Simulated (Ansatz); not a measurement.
**CH6GaOSi radical: basis-set convergence**

Aim: see how fast density functionals converge with the basis set for CH6GaOSi radical.

Computed with Ansatz 0.2.0, Gaussian basis. Level: one geometry, several basis sets.

Plan: PBE0-D4/def2-SVP; ωB97M-V/def2-SVP; PBE0-D4/def2-QZVPP; ωB97M-V/def2-QZVPP; the functionals' def2-TZVPP values are taken from earlier runs.

**1. Structure used throughout**

An earlier PBE0-D4 in a triple-zeta def2 set relaxation fixed the geometry.

10 atoms, charge 0, spin multiplicity 2.

Atoms are counted from 1 here; the program's logs count them from 0.

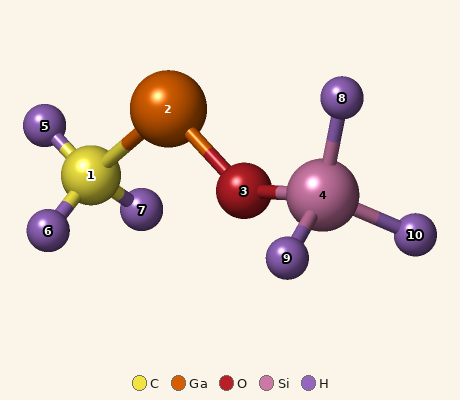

The structure; carbon yellow, gallium orange, oxygen red, silicon pink, hydrogen purple; atoms are numbered from 1 in the order of the file.

Geometry (Å):

```tsv
atom	x (Å)	y (Å)	z (Å)
C1	0.3926	2.4280	0.2915
Ga2	-0.1477	0.6596	1.0567
O3	-0.0878	-0.6673	-0.1637
Si4	-0.3468	-2.2642	-0.3477
H5	0.3362	3.2248	1.0299
H6	-0.2752	2.6363	-0.5471
H7	1.4149	2.3231	-0.0783
H8	-0.7798	-2.9048	0.9282
H9	-1.4071	-2.4987	-1.3661
H10	0.9006	-2.9369	-0.8034
```

**2. PBE0-D4 in def2-SVP**

Input file in.yaml:

```yaml
crystal:
  periodic: [false, false, false]
  atoms:
    - {symbol: C, position_ang: [0.392633, 2.427961, 0.291513]}
    - {symbol: Ga, position_ang: [-0.147652, 0.659648, 1.056707]}
    - {symbol: O, position_ang: [-0.087768, -0.667278, -0.163673]}
    - {symbol: Si, position_ang: [-0.346819, -2.264194, -0.347706]}
    - {symbol: H, position_ang: [0.336169, 3.224830, 1.029935]}
    - {symbol: H, position_ang: [-0.275179, 2.636273, -0.547135]}
    - {symbol: H, position_ang: [1.414886, 2.323062, -0.078334]}
    - {symbol: H, position_ang: [-0.779751, -2.904762, 0.928171]}
    - {symbol: H, position_ang: [-1.407087, -2.498659, -1.366110]}
    - {symbol: H, position_ang: [0.900569, -2.936892, -0.803356]}
basis:
  gaussian: {orbitals: def2-SVP}
magnetization: {spin_polarized: true, initial_magnetization: 1}
hamiltonian: {xc: pbe0, dispersion: d4}
output: {orbitals: {seedname: orbitals}}
```

Command:

```bash
$ ansatz run in.yaml --threads 4 --pin off --events-out ev --progress --plain --max-ram 10444MiB
```

Standard output:

```text
Functional definition: PBE0
  name "PBE0"
  cite "Adamo & Barone, J. Chem. Phys. 110, 6158 (1999) doi:10.1063/1.478522"
  cite "Perdew, Burke & Ernzerhof, Phys. Rev. Lett. 77, 3865 (1996) doi:10.1103/PhysRevLett.77.3865"
  parent pbe
  parameter a = 0.25
  parameter kappa = 0.804
  parameter beta = 0.06672455060314922
  exchange = (1 - a)*pbe_x(kappa = kappa, mu = beta*pi^2/3) + a*exact_x
  correlation = pbe_c(beta = beta)
1067 factors; integrals over basis functions are off by at most 1.4e-3 eV
mean field evaluation 1: about -63403.0502 eV, gradient 4.8e1 eV
mean field evaluation 2: about -63372.0495 eV, gradient 9.6e1 eV
mean field evaluation 4: about -63412.5865 eV, gradient 6.0e0 eV
mean field evaluation 8: about -63412.8151 eV, gradient 4.3e-1 eV
mean field evaluation 16: about -63412.8157 eV, gradient 1.7e-4 eV
mean field -63412.81568912 eV, -2330.3779938249 hartree, gradient 4.5e-5 eV, S^2 0.753866; 0 other end points of the search recorded, 0 dependent functions left out
reference -63412.81572221 eV, -2330.3779950408 hartree; 33, 32 occupied and 75, 76 virtual orbitals, 1067 factors
Total energy: -63412.97792065 eV, -2330.3839557236 hartree
```

Wall time 1.8 s (4 threads of AMD EPYC 7B13, shared host); peak memory 0.34 GiB.

**3. ωB97M-V in def2-SVP**

in.yaml: that of step 2 with these lines changed.

```diff
@@ -16,3 +16,3 @@
 magnetization: {spin_polarized: true, initial_magnetization: 1}
-hamiltonian: {xc: pbe0, dispersion: d4}
+hamiltonian: {xc: {name: wB97M-V}}
 output: {orbitals: {seedname: orbitals}}
```

Same command.

Standard output (excerpt; [...] marks lines left out):

```text
Functional definition: wB97M-V
  name "wB97M-V"
  cite "Mardirossian & Head-Gordon, J. Chem. Phys. 144, 214110 (2016) doi:10.1063/1.4952647"
  cite "Becke, J. Chem. Phys. 107, 8554 (1997) doi:10.1063/1.475007"
  cite "Vydrov & Van Voorhis, J. Chem. Phys. 133, 244103 (2010) doi:10.1063/1.3521275"
  # Of w^i u^j: cxij and so on, Table III.
[...]
  gx(w, u) = 1 - cx + cx01*u + cx10*w
  gss(w, u) = css00 + css04*u^4 + css10*w + css20*w^2 + css43*w^4*u^3
  gos(w, u) = cos00 + cos10*w + (cos20 + cos21*u)*w^2 + (cos60 + cos61*u)*w^6
[...]
      + integral(e_c_pw_mod_opposite_spin*gos(b97_w_opposite, b97_u_opposite)) + vv10(b, c)
1067 factors; integrals over basis functions are off by at most 1.4e-3 eV
324 factors; integrals over basis functions are off by at most 7.7e-6 eV
[...]
mean field -63421.68012751 eV, -2330.7037559274 hartree, gradient 4.2e-5 eV, S^2 0.754020; 0 other end points of the search recorded, 0 dependent functions left out
reference -63421.68017603 eV, -2330.7037577104 hartree; 33, 32 occupied and 75, 76 virtual orbitals, 1067 factors
Total energy: -63421.68017603 eV, -2330.7037577104 hartree
```

It took 6.5 s on 4 threads of AMD EPYC 7B13, shared host; peak memory 0.58 GiB.

**4. PBE0-D4 in def2-QZVPP**

in.yaml: that of step 3 with these lines changed.

```diff
@@ -14,5 +14,5 @@
 basis:
-  gaussian: {orbitals: def2-SVP}
+  gaussian: {orbitals: "def2-QZVPP.json"}
 magnetization: {spin_polarized: true, initial_magnetization: 1}
-hamiltonian: {xc: {name: wB97M-V}}
+hamiltonian: {xc: pbe0, dispersion: d4}
 output: {orbitals: {seedname: orbitals}}
```

Same command.

Standard output:

```text
Functional definition: PBE0
  name "PBE0"
  cite "Adamo & Barone, J. Chem. Phys. 110, 6158 (1999) doi:10.1063/1.478522"
  cite "Perdew, Burke & Ernzerhof, Phys. Rev. Lett. 77, 3865 (1996) doi:10.1103/PhysRevLett.77.3865"
  parent pbe
  parameter a = 0.25
  parameter kappa = 0.804
  parameter beta = 0.06672455060314922
  exchange = (1 - a)*pbe_x(kappa = kappa, mu = beta*pi^2/3) + a*exact_x
  correlation = pbe_c(beta = beta)
1690 factors; their error is unknown
mean field evaluation 1: about -63414.5725 eV, gradient 5.9e1 eV
mean field evaluation 2: about -63369.1967 eV, gradient 1.2e2 eV
mean field evaluation 4: about -63427.3694 eV, gradient 9.3e0 eV
mean field evaluation 8: about -63427.7279 eV, gradient 2.5e-1 eV
mean field evaluation 16: about -63427.8843 eV, gradient 2.9e-4 eV
mean field -63427.88425395 eV, -2330.9317533687 hartree, gradient 2.4e-5 eV, S^2 0.754225; 0 other end points of the search recorded, 0 dependent functions left out
reference -63427.88430092 eV, -2330.9317550946 hartree; 33, 32 occupied and 420, 421 virtual orbitals, 1690 factors
Total energy: -63428.04649936 eV, -2330.9377157773 hartree
```

It took 16 s on 4 threads of AMD EPYC 7B13, shared host; peak memory 2.2 GiB.

**5. ωB97M-V in def2-QZVPP**

in.yaml: that of step 4 with these lines changed.

```diff
@@ -16,3 +16,3 @@
 magnetization: {spin_polarized: true, initial_magnetization: 1}
-hamiltonian: {xc: pbe0, dispersion: d4}
+hamiltonian: {xc: {name: wB97M-V}}
 output: {orbitals: {seedname: orbitals}}
```

Launched as before.

Standard output (excerpt; [...] marks lines left out):

```text
Functional definition: wB97M-V
  name "wB97M-V"
  cite "Mardirossian & Head-Gordon, J. Chem. Phys. 144, 214110 (2016) doi:10.1063/1.4952647"
  cite "Becke, J. Chem. Phys. 107, 8554 (1997) doi:10.1063/1.475007"
  cite "Vydrov & Van Voorhis, J. Chem. Phys. 133, 244103 (2010) doi:10.1063/1.3521275"
  # Of w^i u^j: cxij and so on, Table III.
[...]
  gx(w, u) = 1 - cx + cx01*u + cx10*w
  gss(w, u) = css00 + css04*u^4 + css10*w + css20*w^2 + css43*w^4*u^3
  gos(w, u) = cos00 + cos10*w + (cos20 + cos21*u)*w^2 + (cos60 + cos61*u)*w^6
[...]
      + integral(e_c_pw_mod_opposite_spin*gos(b97_w_opposite, b97_u_opposite)) + vv10(b, c)
1665 factors; their error is unknown
380 factors; integrals over basis functions are off by at most 1.0e-5 eV
[...]
mean field -63436.80547031 eV, -2331.2596020227 hartree, gradient 3.1e-5 eV, S^2 0.754325; 0 other end points of the search recorded, 0 dependent functions left out
reference -63436.80554079 eV, -2331.2596046128 hartree; 33, 32 occupied and 420, 421 virtual orbitals, 1665 factors
Total energy: -63436.80554079 eV, -2331.2596046128 hartree
```

It took 29 s on 4 threads of AMD EPYC 7B13, shared host; peak memory 2.8 GiB.

**6. Density functionals: the series**

The def2-TZVPP values come from earlier runs at the same geometry.

```tsv
functional	basis	functions	energy (eV)	from the largest (eV)	HOMO (eV)	LUMO (eV)
PBE0-D4	def2-SVP	108	-63412.9779	15.069	-5.75	-2.64
PBE0-D4	def2-TZVPP	236	-63426.3901	1.656	-5.79	-2.67
PBE0-D4	def2-QZVPP	453	-63428.0465	0.000	-5.81	-2.71
ωB97M-V	def2-SVP	108	-63421.6802	15.125	-7.75	-1.00
ωB97M-V	def2-TZVPP	236	-63435.2168	1.589	-7.79	-1.04
ωB97M-V	def2-QZVPP	453	-63436.8055	0.000	-7.82	-1.15
```

**7. Results**

```
                                       quantity           value
PBE0-D4: double and triple zeta above quadruple  15.07, 1.66 eV
ωB97M-V: double and triple zeta above quadruple  15.13, 1.59 eV
```

What this shows: PBE0-D4 gains 13.41 eV from double to triple zeta, then 1.66 eV more. Total energies overstate the basis error of differences, where much of it tends to cancel.

For PBE0-D4 the largest set took about 9 times as long as the smallest (16 s against 1.8 s).
